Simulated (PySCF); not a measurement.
AlClF₂ (SMILES [F][Al]([F])[Cl])

The calculation's input:

```
{"job": {"kind": "sp", "xc": "wB97X", "basis": "ma-def2-TZVP", "d3": "d3bj", "grid": 2}, "charge": 0, "multiplicity": 1}
F     -0.899992    -1.442559    -0.188843
Al    -0.088061    -0.002272    -0.259495
F     -0.866372     1.335431    -0.845516
Cl     1.880253     0.122310     0.380914
```

Launched as:

```sh
OMP_NUM_THREADS=1 python redox_run.py task.json out
```

Geometry: PBE0-D3(BJ)/ma-def2-SVP.

Computed with DFT single point, gas phase, functional wB97X in PySCF 2.14.0, density-fitted response routines.

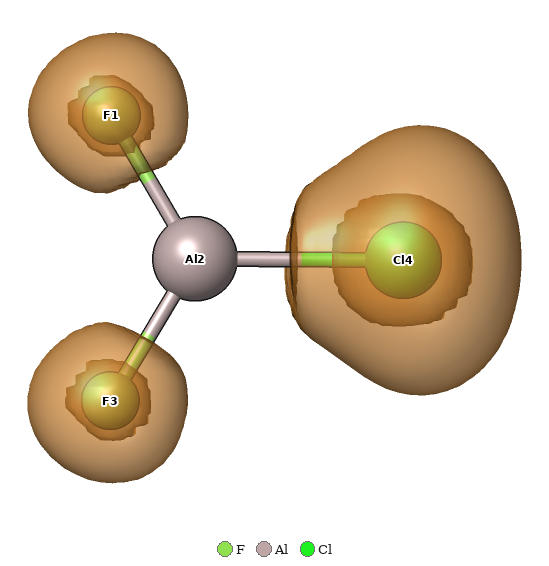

Figure 1. Isosurface of the electron localisation function at 0.75 (orange), seen across its widest extent. Only the valence region is drawn (cores and ρ < 0.01 e/Å³ removed).

### Describe the localisation domains.

At this value the surface marks out one region on Cl in which the atom's valence shell and bonds are merged and two regions wrapped around F (the valence shell of each).


Al–F (1.65 Å): the ELF peaks at about 0.85 in the valence shell of F, 0.6 Å from its nucleus, and is about 0.35 at the midpoint. Al–Cl (2.07 Å): the ELF peaks at about 0.85 in the valence shell of Cl, 0.9 Å from its nucleus, and is about 0.80 at the midpoint.

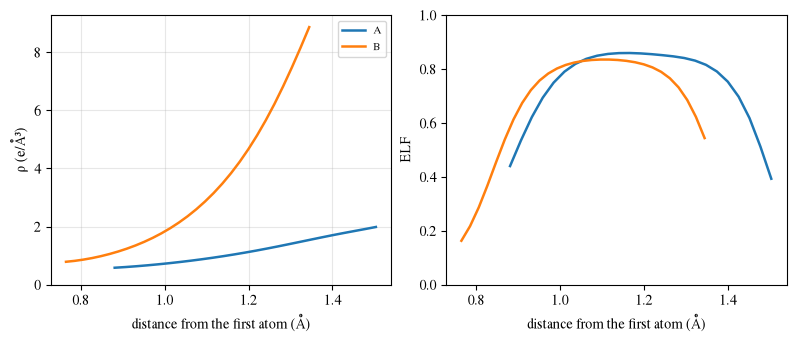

Figure 2. Total electron density and ELF along straight lines between neighbouring atoms. The curves leave out the atomic cores.

### Which curve belongs to which contact (Al–Cl and Al–F)? The first atom named is at distance zero.

Curve A: Al–Cl (2.07 Å): the density is about 0.78 e/Å³ at the midpoint; the ELF peaks at about 0.85 in the valence shell of Cl, 0.9 Å from its nucleus, and is about 0.80 at the midpoint. Curve B: Al–F (1.65 Å): ρ at the midpoint is about 0.91 e/Å³; the ELF peaks at about 0.85 in the valence shell of F, 0.6 Å from its nucleus, and is about 0.35 at the midpoint.
